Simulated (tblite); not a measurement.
# Run report: CH10N2OSi2, molecular dynamics (part 2 of 2)

Continued. System: CH10N2OSi2, SMILES CO[Si](N)(N)[SiH3]. Method: GFN2-xTB Langevin dynamics, gas phase (tblite 0.8.0). 

Geometry of the input (Å):
```
C  1.6832  1.4296  -0.6064
O  0.7580  1.1281  0.3925
Si -0.1991  -0.2023  0.4811
N  0.8691  -1.5656  0.5676
N  -1.1358  -0.0206  1.9266
Si -1.5808  -0.4696  -1.3285
H  2.4326  0.6395  -0.6964
H  1.1846  1.5485  -1.5727
H  2.1755  2.3657  -0.3381
H  1.6872  -1.4931  1.1537
H  0.4639  -2.4803  0.6754
H  -0.6406  0.0958  2.7978
H  -1.9122  0.6201  1.9091
H  -0.8754  -0.4120  -2.6181
H  -2.3022  -1.7464  -1.3295
H  -2.6155  0.5714  -1.4254
```

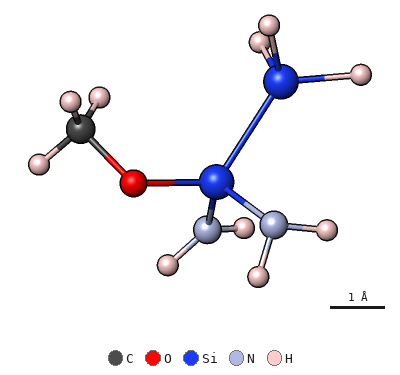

*The geometry at step 30 of the log (ball-and-stick view, seen on its broad side).*

### Trajectory as extended XYZ, continued
```
16
Properties=species:S:1:pos:R:3:forces:R:3 step=20 time_fs=500.0 energy=-561.26849 temperature=501.8
C     0.0799    1.4732    0.8030   -0.4290   0.9859  -2.3361
O     0.0100    0.1688    1.1071   -0.5868  -0.9790   0.6880
Si   -1.2881   -0.8095    1.2808    0.6187  -0.2513   0.6923
N    -0.2976   -2.1833    1.7894   -1.4023   0.1159  -0.6920
N    -2.4507   -0.0623    2.3684   -2.0059  -1.5288   1.2827
Si   -2.2600   -1.4151   -0.7284    1.8408  -2.3105   0.9287
H    -0.0111    1.5887   -0.3374   -0.2960   0.1579   1.1591
H    -0.5938    2.1573    1.3087   -0.6516  -0.2068   0.0259
H     1.0410    1.8257    1.0232    1.7487   0.4868   0.4436
H     0.4947   -2.2180    2.3864    0.3475   0.4141   0.3454
H    -0.4541   -3.0972    1.3914   -0.1885   0.1891   0.0927
H    -3.1772   -0.7053    2.8261    1.4921   0.6598  -1.1833
H    -2.7060    0.7962    2.8528    1.0816   0.0880  -0.6728
H    -3.1004   -2.7345   -0.5138    0.7193   0.9724  -0.2212
H    -2.9961   -0.7230   -1.6750   -1.1982   1.2502  -1.0912
H    -0.9538   -1.6805   -1.5917   -1.0904  -0.0439   0.5381
16
Properties=species:S:1:pos:R:3:forces:R:3 step=21 time_fs=525.0 energy=-561.48638 temperature=642.7
C    -0.0023    1.5638    0.8350    0.6057   1.9184   0.0337
O     0.0333    0.2892    1.2752   -1.9689  -2.1416   0.0729
Si   -1.3469   -0.7706    1.2177    1.6679  -0.1539  -0.5770
N    -0.5384   -2.2455    1.7508    1.9923   0.8190   0.7706
N    -2.4850    0.0139    2.2752    1.6282   0.6498  -1.1770
Si   -2.1335   -1.5467   -0.8446   -1.2923   1.8897   0.4782
H     0.2435    1.6410   -0.2266   -0.4142  -0.0934  -0.3021
H    -0.9113    2.1812    1.0639    0.4256  -0.8057  -0.1987
H     0.8422    2.0549    1.3319    0.0220   0.3508   0.1676
H     0.4519   -2.0356    2.0897   -1.7624  -0.3064  -0.2320
H    -0.3849   -2.9604    1.0588   -0.3134  -0.1112  -0.0824
H    -3.1011   -0.5038    2.8086   -1.5364  -1.2873   0.8584
H    -1.9589    0.5715    2.9204    0.1144   0.5767   0.3813
H    -2.9960   -2.6569   -0.4776   -0.1525  -0.3059  -0.0888
H    -3.1401   -0.3536   -1.2071    0.8784  -1.1662  -0.1398
H    -1.3430   -2.0060   -1.9860    0.1054   0.1672   0.0351
16
Properties=species:S:1:pos:R:3:forces:R:3 step=23 time_fs=575.0 energy=-561.32135 temperature=646.0
C     0.1557    1.7290    1.0700   -0.0904   0.3489   1.6768
O     0.0825    0.3386    1.2440   -1.6253  -0.6153  -0.5295
Si   -1.2764   -0.7940    1.1764    3.3253   0.9661  -1.0222
N    -0.3536   -2.1978    1.7077    0.1566  -0.0270   1.5108
N    -2.4849   -0.1464    2.1791    2.4705   0.8349  -0.2385
Si   -1.9305   -1.3497   -1.0556    0.8723  -0.1395   0.3304
H     0.8365    2.0277    0.2638   -0.2080  -0.3869  -0.0717
H    -0.8528    2.2512    0.8978    1.2546  -0.7641   0.4088
H     0.6687    2.1116    2.0576   -1.1139  -0.2096  -1.5224
H     0.2619   -2.2241    2.5811   -1.0495   0.5242  -1.6543
H    -0.9360   -3.0238    1.7955    0.1175   0.0451  -0.1923
H    -3.2632   -0.6757    2.2058   -3.2020  -1.3578   0.5256
H    -2.4962    0.7735    2.5314   -0.2522   0.6464   0.3286
H    -2.8055   -2.5633   -0.7791    0.2418   0.5848  -0.5402
H    -2.5460   -0.3002   -1.9686    0.1161  -0.6245   0.5623
H    -0.6563   -1.7730   -1.8194   -1.0133   0.1742   0.4277
16
Properties=species:S:1:pos:R:3:forces:R:3 step=24 time_fs=600.0 energy=-561.33332 temperature=645.4
C     0.2571    1.6644    1.1809    1.0750  -0.6501  -0.9532
O     0.1788    0.2501    1.1413    0.9006   1.9401   0.6010
Si   -1.0873   -0.6858    1.1439   -2.7560  -3.3016  -1.0111
N    -0.3496   -2.1527    1.8009   -0.8178   1.1417  -1.2344
N    -2.6094   -0.3023    2.0386    0.3475  -0.7819   1.3373
Si   -1.8790   -1.3044   -1.1634   -0.1871   1.8580   1.2651
H     0.9338    1.9193    0.3184   -0.4087   0.1294   0.8431
H    -0.7029    2.1298    0.9894   -0.1216   0.0651   0.2593
H     0.7153    1.9784    2.1365   -0.3246  -0.0375  -0.4710
H     0.3129   -1.9140    2.4870    0.8077  -0.4385   0.8948
H    -0.7469   -3.0734    1.8373    0.0414   0.2804   0.1392
H    -3.1322   -1.1536    2.4921    1.4084   2.1701  -1.0988
H    -2.4318    0.4192    2.7778   -0.5475  -0.9528  -0.7029
H    -2.8206   -2.3575   -1.1077   -0.7814  -1.0052   0.2526
H    -2.7736   -0.2468   -1.8414    0.7916  -0.4492   0.3160
H    -0.9222   -1.8252   -2.0962    0.5725   0.0320  -0.4371
16
Properties=species:S:1:pos:R:3:forces:R:3 step=26 time_fs=650.0 energy=-561.54254 temperature=677.9
C     0.3762    1.5985    1.3088    0.1296  -1.2673  -0.3520
O     0.1959    0.1831    1.2533    0.2823   1.0203   0.7102
Si   -1.0158   -0.8887    1.1395    0.6648   0.2100  -2.3360
N    -0.1714   -2.1879    1.8610   -0.8774   0.2802  -0.7301
N    -2.4513   -0.1673    1.6401   -2.1255   0.4992   0.5652
Si   -1.6473   -1.1668   -1.1114   -1.0651   0.8288   0.7118
H     1.1804    1.7051    0.5562   -0.1502   0.7576   0.6644
H    -0.5253    2.1275    0.9704    0.2289  -0.1492   0.2473
H     0.6574    1.8888    2.3593   -0.1394  -0.1553  -1.1178
H     0.7316   -1.9369    2.1922    0.2461  -0.5317   0.6798
H    -0.7720   -2.8629    2.2762    0.5660  -0.5961   0.6194
H    -3.4082   -0.3274    1.3303    0.6807  -0.3392  -0.5328
H    -2.6008    0.0796    2.5881    0.3511   0.4401   1.1319
H    -2.5319   -2.3524   -1.1336    0.2732  -0.0461  -0.3282
H    -2.7128   -0.0733   -1.5285    0.8968  -0.7561   0.2433
H    -0.6118   -1.0455   -2.1246    0.0380  -0.1951  -0.1763
16
Properties=species:S:1:pos:R:3:forces:R:3 step=27 time_fs=675.0 energy=-561.47590 temperature=644.7
C     0.3976    1.5851    1.3132   -1.5412   0.0361   0.4499
O     0.2786    0.2106    1.4253   -0.0725  -1.4898   0.2206
Si   -0.9534   -0.8767    1.1565    1.1257  -0.3898   0.5306
N    -0.1160   -2.3747    1.8002   -1.5715   1.1881  -0.6805
N    -2.3585   -0.0796    1.8670   -1.8137  -0.3271   0.4314
Si   -1.5264   -1.1323   -1.0942    0.2450  -0.6817  -0.1488
H     1.2444    1.7334    0.6216   -0.4378   0.6171   0.4428
H    -0.6210    1.9470    0.9058    1.6594   0.1609   0.4488
H     0.5459    1.9894    2.3816    0.0315  -0.1886  -1.6488
H     0.7377   -2.2234    2.3078   -0.0855   0.0055   0.1477
H    -0.6887   -3.1229    2.2037    0.4851   0.6367  -0.2239
H    -3.2456   -0.0035    1.2592    1.7816  -0.3250   1.4987
H    -2.6194   -0.1456    2.9051    0.4825   0.0778  -2.1303
H    -2.1689   -2.4295   -1.3709   -0.2174  -0.0343   0.3158
H    -2.5574   -0.1465   -1.3856   -0.1823   0.2705  -0.1871
H    -0.6770   -1.2011   -2.3228    0.1110   0.4438   0.5332
16
Properties=species:S:1:pos:R:3:forces:R:3 step=29 time_fs=725.0 energy=-561.34549 temperature=554.6
C     0.4028    1.5340    1.4081    0.0400  -2.6093   1.4052
O     0.4492    0.1601    1.8426    1.9583   1.4375   0.1245
Si   -0.7189   -0.7896    1.4249   -3.0414  -1.2059  -0.5813
N    -0.1605   -2.3752    1.6681    0.2472  -1.2959   0.0436
N    -2.1301   -0.2763    2.3786   -1.5283  -1.0805  -0.9376
Si   -1.4011   -1.1025   -0.7771   -0.6919   0.8073   0.7276
H     1.2442    1.6858    0.8090    1.1468   0.6440  -0.6668
H    -0.5026    1.6046    0.9223   -1.6886   0.8234  -1.4807
H     0.3237    2.0296    2.3243    0.4334   1.4596   1.0824
H     0.4897   -2.7804    2.3045    0.6088   0.4741   0.5169
H    -0.7892   -3.1327    1.4730   -0.3611   0.1644  -0.2670
H    -3.1269   -0.7378    2.1521    2.9386   1.3746   1.1484
H    -1.9389   -0.0120    3.3536   -0.7190  -0.3995  -0.6854
H    -2.0875   -2.3764   -0.7473   -0.2854  -0.4119  -0.0882
H    -2.4340   -0.1432   -1.2965    0.4081  -0.2423   0.1364
H    -0.4154   -1.2599   -1.8031    0.5344   0.0603  -0.4779
16
Properties=species:S:1:pos:R:3:forces:R:3 step=30 time_fs=750.0 energy=-561.16273 temperature=486.9
C     0.5408    1.6243    1.4112   -0.0838  -2.2263   2.6608
O     0.4254    0.2940    2.0016   -1.0455  -0.7679  -1.4356
Si   -0.7746   -0.8153    1.5210    1.9571  -0.9369   0.8131
N    -0.0707   -2.4673    1.7900   -0.4345   0.4605   1.2906
N    -2.0836   -0.4664    2.5708    6.3855   3.4388   1.6858
Si   -1.4297   -1.1042   -0.6313    0.0268  -0.2987  -1.3821
H     1.4603    1.6512    0.8995    0.9696   0.2984  -0.5508
H    -0.2899    1.8023    0.8131   -1.2086   0.5315  -1.1210
H     0.5077    2.1858    2.3342    0.2713   0.9656  -0.2150
H     0.1694   -2.6190    2.7888    0.1188   0.2793  -0.9461
H    -0.6273   -3.3006    1.5669    0.1753   0.7982  -0.2091
H    -2.8610   -0.8513    2.3682   -6.8309  -3.0449  -1.1209
H    -1.9713    0.0022    3.4648   -0.2550  -0.2888  -0.4372
H    -2.1236   -2.3099   -1.2429    0.3408   0.3538   0.7127
H    -2.3471   -0.0790   -1.0710   -0.5050   0.5050   0.0176
H    -0.3778   -0.8978   -1.6516    0.1181  -0.0677   0.2373
16
Properties=species:S:1:pos:R:3:forces:R:3 step=31 time_fs=775.0 energy=-561.33101 temperature=500.3
C     0.7370    1.5570    1.4811   -0.1579   1.1845   0.4071
O     0.2218    0.3894    1.9532   -1.1405  -1.6548   0.0311
Si   -0.7669   -0.8829    1.6587   -1.3440   2.4027  -1.7249
N    -0.0894   -2.3501    2.0286    1.5586  -0.7170   1.5180
N    -2.1079   -0.5246    2.6782   -1.7319  -1.9431   0.3411
Si   -1.4606   -1.0794   -0.5718    0.0761   1.6713   0.4361
H     1.7406    1.3120    1.1703    0.5133   0.4494  -0.5386
H     0.1755    2.1660    0.6776    0.4980  -1.2503   1.0427
H     0.7839    2.1418    2.4247    0.2223   0.5636  -0.7260
H     0.3601   -2.4572    2.9395   -0.1996  -0.5108  -0.6680
H    -0.2952   -3.1476    1.4935    0.1327  -0.9347  -0.1246
H    -2.7688   -1.3630    2.9279    1.6711   2.3464  -0.2755
H    -1.8933    0.0939    3.4346   -0.4178  -0.0700   0.4579
H    -2.0018   -2.3929   -0.8408    0.0106  -0.3397  -0.3218
H    -2.5052   -0.0732   -1.1615    0.8204  -0.8185   0.4840
H    -0.1644   -0.6815   -1.2130   -0.5113  -0.3788  -0.3387
16
Properties=species:S:1:pos:R:3:forces:R:3 step=33 time_fs=825.0 energy=-561.29189 temperature=415.0
C     1.0360    1.3852    1.5391   -1.0808  -0.7687  -2.5761
O     0.1458    0.5765    2.2413   -0.0067  -0.4264   0.6886
Si   -0.9323   -0.6496    1.8719    4.4334  -0.0835  -4.1047
N    -0.1200   -2.1490    2.1276   -0.4457  -0.0216   0.1731
N    -2.1431   -0.5540    2.9156   -4.4810   1.0152   4.7431
Si   -1.6367   -1.0070   -0.3229    0.7222   1.4300  -0.8503
H     2.0556    0.9062    1.2632   -1.6192   0.5216   0.5753
H     0.4015    1.5495    0.5731    1.7413   0.3224   0.8105
H     1.1637    2.3337    2.0382    0.1572   0.0745   0.2411
H     0.2333   -2.1836    3.0665    0.5184  -0.5397  -0.0136
H     0.4859   -2.5197    1.4163    0.1767  -0.0441   0.3343
H    -2.2788   -1.1912    3.7024    0.2432  -0.0176  -0.6502
H    -2.4448    0.3529    3.2989    0.2196  -0.5045  -0.5993
H    -2.0670   -2.3117   -0.7757   -0.0718  -0.3240   0.0937
H    -2.5904   -0.0402   -0.9020   -0.4048  -0.1024   0.4018
H    -0.6128   -0.5707   -1.3962   -0.1022  -0.5311   0.7327
16
Properties=species:S:1:pos:R:3:forces:R:3 step=34 time_fs=850.0 energy=-561.81431 temperature=608.1
C     1.0870    1.2170    1.5016   -0.0349   0.0459   0.2034
O     0.0511    0.7268    2.3182    0.3174  -0.3379  -0.1379
Si   -0.8446   -0.5991    1.8830   -1.6935   0.4993   1.0562
N    -0.0312   -2.0787    2.1807    0.4234  -0.6185   0.2461
N    -2.3036   -0.4624    2.9494    1.3238  -0.2536   0.0746
Si   -1.7036   -1.0360   -0.2101    0.3052   0.5528   0.5420
H     2.0450    0.6096    1.5478   -1.0420   0.7296   0.2415
H     0.6840    1.1551    0.5021    0.3924   0.2064  -0.6833
H     1.2242    2.2846    1.7691    0.3102  -0.6731  -0.0797
H     0.0406   -2.4758    3.1107    0.1479   0.0991  -0.3334
H     0.7026   -2.4113    1.5576   -0.3925   0.1396   0.4598
H    -2.1870   -1.0539    3.7687   -0.1274  -0.1480  -0.3019
H    -2.5037    0.4413    3.3689    0.1756   0.0230  -0.4906
H    -1.9652   -2.4693   -0.2978   -0.1179   0.0081  -0.2238
H    -2.8765   -0.2140   -0.5450    0.1221  -0.2010  -0.1396
H    -0.5850   -0.6977   -1.1005   -0.1099  -0.0716  -0.4333
16
Properties=species:S:1:pos:R:3:forces:R:3 step=36 time_fs=900.0 energy=-561.14219 temperature=463.5
C     1.2928    1.0384    1.5674   -2.5568   3.4771   3.8405
O     0.0222    0.6409    2.2161    1.7715   1.6563  -1.5524
Si   -0.8539   -0.6591    1.8425    0.9487  -0.7670  -0.3369
N    -0.0122   -2.1434    2.2134    1.0764  -0.9307   1.4667
N    -2.2511   -0.4629    2.7473   -1.0424  -1.1809   0.4407
Si   -1.8132   -0.9581   -0.1650   -0.3734   1.1685  -0.4675
H     1.9630    0.8446    2.3428    1.5045  -0.0805   1.5029
H     1.6039    0.4874    0.8194    0.6220  -2.6506  -4.0383
H     1.4313    2.1690    1.3344   -1.0338  -1.6888   0.2901
H    -0.0325   -2.5112    3.1875   -0.6031   0.4745  -0.8620
H     0.9908   -2.2694    2.0324   -0.6210   0.4143  -0.5343
H    -2.6914   -1.3044    3.0823   -0.0161   0.1444   0.0226
H    -2.5038    0.3055    3.2901   -0.1407   1.1428   0.8509
H    -2.1158   -2.2740   -0.5464   -0.0299  -1.4893  -0.3536
H    -3.1491   -0.3747   -0.4177    0.0516   0.1655   0.3059
H    -1.0779   -0.3154   -1.2254    0.4425   0.1443  -0.5753
16
Properties=species:S:1:pos:R:3:forces:R:3 step=37 time_fs=925.0 energy=-561.42167 temperature=444.1
C     1.3809    1.1683    1.8543   -0.3865  -0.2431  -2.0751
O     0.0771    0.6314    2.0766    0.5342   0.3179  -0.5190
Si   -0.8248   -0.7272    1.7574   -1.1793   0.4538  -0.1807
N     0.0405   -2.1349    2.2778   -1.0672   0.7013   0.3824
N    -2.3091   -0.5086    2.7337    1.4314   0.5860   0.5285
Si   -1.8907   -0.8252   -0.4460    2.2396  -0.4611   0.2982
H     1.8718    1.2677    2.7678    0.5414   0.3285   1.8196
H     2.0675    0.4789    1.2758   -0.9938   0.4955   0.0784
H     1.4247    2.2136    1.3416   -0.6704  -1.7177   0.5913
H    -0.2638   -2.7250    3.0275    0.0584  -0.1401  -0.0489
H     0.8697   -2.4117    1.8412    1.0430  -0.5294  -0.4246
H    -2.9714   -1.2504    2.8124   -0.1403  -0.4881  -0.3555
H    -2.1579   -0.1984    3.7019    0.0581   0.0308  -0.6385
H    -2.0376   -2.2690   -0.9788   -0.2558   1.0558   0.3726
H    -2.9406    0.1575   -0.4643   -0.6281  -0.0418  -0.1770
H    -0.8581   -0.2424   -1.4215   -0.5847  -0.3482   0.3482
16
Properties=species:S:1:pos:R:3:forces:R:3 step=39 time_fs=975.0 energy=-561.48968 temperature=527.0
C     1.0515    1.2903    2.2657    0.6459  -1.2126  -0.6241
O    -0.1455    0.7702    1.6562    1.2141   0.0160   1.2083
Si   -1.0014   -0.6427    1.6063    0.2041   1.2828   0.2851
N    -0.0674   -1.9423    2.1850    1.3360   0.3848  -0.1910
N    -2.2975   -0.5576    2.7069    2.0763   0.8197  -0.1859
Si   -1.6924   -0.5510   -0.5295    0.8911  -1.0371  -0.8797
H     1.1583    1.5400    3.3351   -0.9948  -0.9732   0.0060
H     1.9822    0.6761    1.9925   -1.3265   0.4391   0.2802
H     1.1803    2.2407    1.8294    0.2124   1.2136  -0.9809
H    -0.4177   -2.7815    2.5837    0.0494  -0.4211  -0.0183
H     0.9049   -1.9425    1.8833   -0.4546  -0.5438   0.2975
H    -3.1904   -0.8392    2.5848   -2.9126  -0.9563  -0.5725
H    -2.1023   -0.3270    3.6369    0.1897   0.3034   1.3264
H    -2.0885   -2.0243   -0.7021   -0.1060   0.8644  -0.3530
H    -2.6697    0.4416   -0.9551   -0.1617  -0.0957  -0.0668
H    -0.4734   -0.3882   -1.4660   -0.8628  -0.0840   0.4688
16
Properties=species:S:1:pos:R:3:forces:R:3 step=40 time_fs=1000.0 energy=-561.57772 temperature=498.1
C     0.7930    1.2200    2.3629    0.2956  -0.4480   3.5125
O    -0.2041    0.8714    1.5364   -0.9174  -0.9022   0.1019
Si   -1.0348   -0.5261    1.6144   -0.6490  -1.1624  -0.5123
N     0.0380   -1.8834    1.9931   -1.7641   0.7960   0.4007
N    -2.3987   -0.5374    2.7078   -0.8119  -0.0470  -0.3202
Si   -1.6412   -0.5080   -0.6316   -0.1234   0.8578  -0.0401
H     0.6599    1.1404    3.5681   -0.6750   0.2665  -2.2296
H     1.6666    0.6343    2.2824    1.1547  -1.0050  -0.6894
H     1.0299    2.1984    2.1402    0.6467   2.3185  -0.1843
H    -0.3629   -2.7851    2.1962    0.1186   0.1201  -0.0670
H     1.0038   -1.9285    1.8141    0.8609   0.0597  -0.2427
H    -3.3828   -0.5544    2.3663    1.4400   0.0067   0.3571
H    -2.3889   -0.4308    3.7195    0.1989  -0.0427  -0.5008
H    -2.0762   -1.7660   -1.2467   -0.1111  -0.0108   0.1145
H    -2.5548    0.5989   -1.1356    0.1876  -0.6590   0.3937
H    -0.4495   -0.1232   -1.3983    0.1493  -0.1482  -0.0940
```

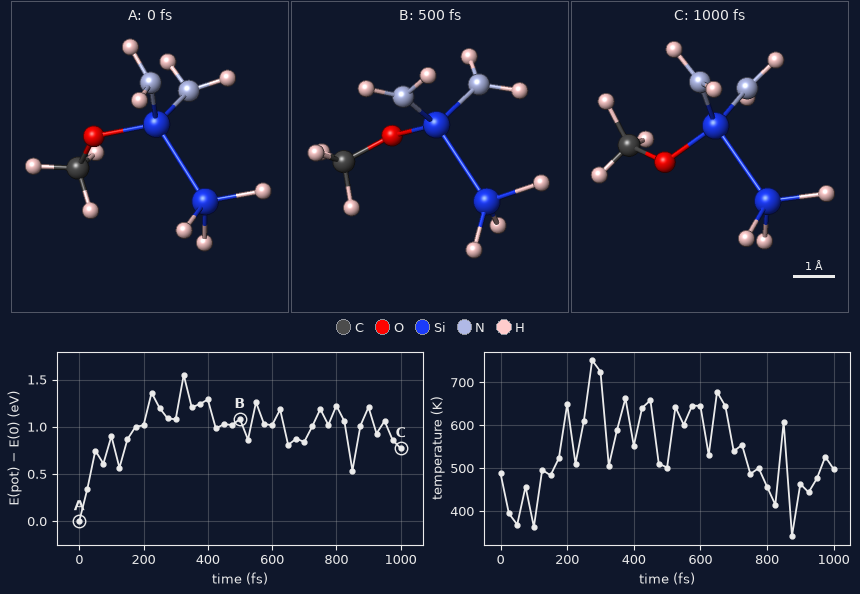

*Frames of the molecular dynamics (ball-and-stick, seen at a tilt) above the curves, on which the letters mark them.*

The trajectory kept here has 41 frames over 1000 fs. The temperature starts at 488 K, ranges from 342 to 752 K and averages 534 K over the second half. The potential energy ends 0.773 eV above its first value. After an unweighted best fit of the last frame on the first, the root-mean-square displacement is 1.45 Å, and H14 has moved furthest (2.63 Å).

### Summary

```csv
quantity,value
outcome,finished
mean temperature over the second half,534 K
trajectory,"41 frames kept, 1000 fs"
hardware,"1 CPU thread, shared host"
wall time,10 s
peak memory,0.18 GiB
```
